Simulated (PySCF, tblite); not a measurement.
**C6H12P+: geometry, infrared bands and NMR shifts**

What infrared bands and NMR shifts should C6H12P+ (`C#C[P+](C)(C)CC`) show?

Programs: tblite 0.8.0 and PySCF 2.14.0, with density-fitted response routines of our own. Each step states its level of theory. These are calculated values for one molecule in the gas phase, unless marked as measured. Atoms are numbered from 0 throughout.

### 1 The starting structure

19 atoms, charge 1, multiplicity 1; geometry from: force field or distance geometry start.

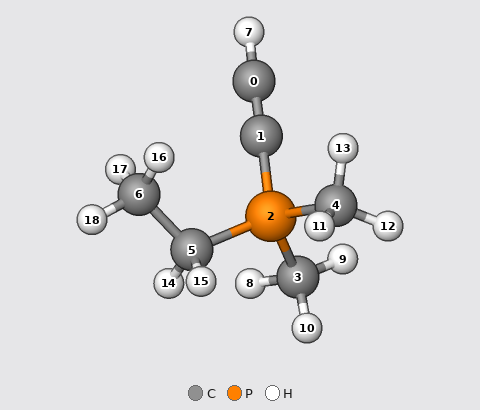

As it starts; carbon grey, phosphorus orange, hydrogen white, atoms numbered.

### 2 Optimising the geometry with GFN2-xTB

What the job is given:

```
{"job": {"kind": "relax", "xc": "GFN2-xTB", "basis": "xTB"}, "charge": 1, "multiplicity": 1}
C     -0.527800     2.147900     1.863700
C     -0.516800     1.213900     1.101000
P     -0.476900    -0.149500    -0.008500
C     -1.239700    -1.536000     0.876300
C     -1.417900     0.320300    -1.477900
C      1.178600    -0.681700    -0.434000
C      2.216200     0.405300    -0.304300
H     -0.569600     2.983900     2.539600
H     -0.489100    -1.797200     1.688200
H     -2.227200    -1.291200     1.326600
H     -1.279000    -2.406100     0.189600
H     -0.880500     0.112600    -2.426200
H     -2.449200    -0.104800    -1.512900
H     -1.540600     1.439700    -1.468600
H      1.453600    -1.477400     0.290900
H      1.217300    -1.113200    -1.434100
H      1.982800     1.252700    -0.957600
H      2.342300     0.693800     0.767100
H      3.213900    -0.003900    -0.626300
```

The run is started by

```bash
$ OMP_NUM_THREADS=1 python probes_run.py task.json out
```

One launch serves the whole session: the jobs run in the order shown.

**Question.** This job is followed by: GFN2-xTB harmonic vibrations, gas phase; GIAO PBE0/pcSseg-1 NMR shielding, non-relativistic, gas phase. What will the session give for the following? strongest single infrared mode (GFN2-xTB); zero-point energy (GFN2-xTB); 13C shifts against TMS (PBE0/pcSseg-1, means over atoms taken as alike); 1H shifts against TMS (PBE0/pcSseg-1, means over atoms taken as alike); 31P shifts against H3PO4 (PBE0/pcSseg-1).

As calculated:

| quantity | value |
| --- | --- |
| strongest single infrared mode (GFN2-xTB) | 901 cm⁻¹, 135 km/mol |
| zero-point energy (GFN2-xTB) | 98.7 kcal/mol |
| 13C shifts against TMS (PBE0/pcSseg-1, means over atoms taken as alike) | 119.3, 67.9, 26.2, 13.3, 8.0 ppm |
| 1H shifts against TMS (PBE0/pcSseg-1, means over atoms taken as alike) | 3.46, 2.36, 2.17, 1.68 ppm |
| 31P shifts against H3PO4 (PBE0/pcSseg-1) | 1.7 ppm |

In words: Relaxing lowered the energy by 0.390 eV in 119 steps; the close pair that moved most is C3–H8, from 1.136 to 1.090 Å. No mode is imaginary among the 51: a minimum at this level. The strongest single mode, at 901 cm⁻¹, has its largest shares on P2, H10 and H11 (the list is cut at 3 atoms). Unscaled tight-binding wavenumbers are off by several per cent, some by more. Its intensities can rank the bands wrongly. At PBE0/pcSseg-1: The largest span, 265 ppm, is at C1, where the paramagnetic term is -153 ppm.
